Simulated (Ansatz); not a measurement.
# Fields on a plane of Al (fcc, Cu type)

```yaml
crystal:
  lattice:
    - [0.00000, 1.99536, 1.99536]
    - [1.99536, 0.00000, 1.99536]
    - [1.99536, 1.99536, 0.00000]
  atoms:
    - { symbol: Al, position: [0.00000, 0.00000, 0.00000] }
```

The slice is a {110} plane (indices of the conventional cell) through the point (0.000, 0.000, 0.000) (fractional), spanned by u = [100] and v = [1 -1 -1] in vectors of this cell: u (2.82 Å) and v (3.99 Å, at 90° to u). It covers one period; positions are fractions (u, v).

Atoms on it: Al at (0.00, 0.00).

Method: r2SCAN (plane waves to 500 eV, PAW, scalar-relativistic; Ansatz, a quantum-chemistry and plane-wave program). k mesh 20×20×20. These are valence fields of a PAW run, semicore shells included where kept as valence: close to a nucleus they are smooth pseudo fields. Al was relaxed with its symmetry unable to fall. The PAW data are Ansatz's earlier set.

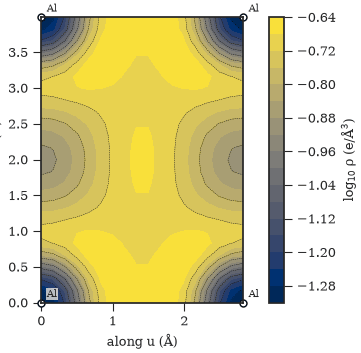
Fig. 1. Log₁₀ of the valence density in e/Å³, one period of the plane, atoms marked. The scale is logarithmic, as a density can span decades between atoms and voids.

```
|xxxxxx  --##@@@@@@@@@@@@##--  xxxx|
|xxxxxx..++%%@@@@@@@@@@@@%%++..xxxx|
|xx  ..--##@@@@@@@@@@@@@@@@##--..  |
|::::==**%%@@@@@@@@@@@@@@@@%%**==::|
|++++##%%@@@@@@@@@@@@@@@@@@@@%%##++|
|####%%%%@@@@@@@@@@@@@@@@@@@@%%%%##|
|######%%%%@@@@@@@@@@@@@@@@%%%%####|
|******####%%@@@@@@@@@@@@%%####****|
|==++++**##%%%%@@@@@@@@%%%%##**++++|
|--====++**##%%@@@@@@@@%%##**++====|
|----==++**##%%@@@@@@@@%%##**++==--|
|------==**##%%@@@@@@@@%%##**==----|
|----==++**##%%@@@@@@@@%%##**++==--|
|--====++**##%%@@@@@@@@%%##**++====|
|==++++**##%%%%@@@@@@@@%%%%##**++++|
|******####%%@@@@@@@@@@@@%%####****|
|######%%%%@@@@@@@@@@@@@@@@%%%%####|
|####%%%%@@@@@@@@@@@@@@@@@@@@%%%%##|
|++++##%%@@@@@@@@@@@@@@@@@@@@%%##++|
|::::==**%%@@@@@@@@@@@@@@@@%%**==::|
|xx  ..--##@@@@@@@@@@@@@@@@##--..  |
|xxxxxx..++%%@@@@@@@@@@@@%%++..xxxx|
|xxxxxx  --##@@@@@@@@@@@@##--  xxxx|
|xxxxxxxx::**@@@@@@@@@@@@**::xxxxxx|
```
Scale: ten equal steps from 0.06 (start of ' ') to 0.64 (end of '@'), in the order ' .:-=+*#%@'. Values: electron localisation function (ELF). The map has 17 points along u (two characters each, u = 0 at the left) and 24 along v (v = 0 in the bottom row). Points within 0.5 Å of a nucleus are blanked (x), as the pseudised field means little there.

The density on the Al–Al line (2.82 Å) at its midpoint is 0.21 e/Å³. The ELF at that point is 0.6. ELF maximum in the middle third of the Al–Al line: 0.63, 1.2 Å from Al.
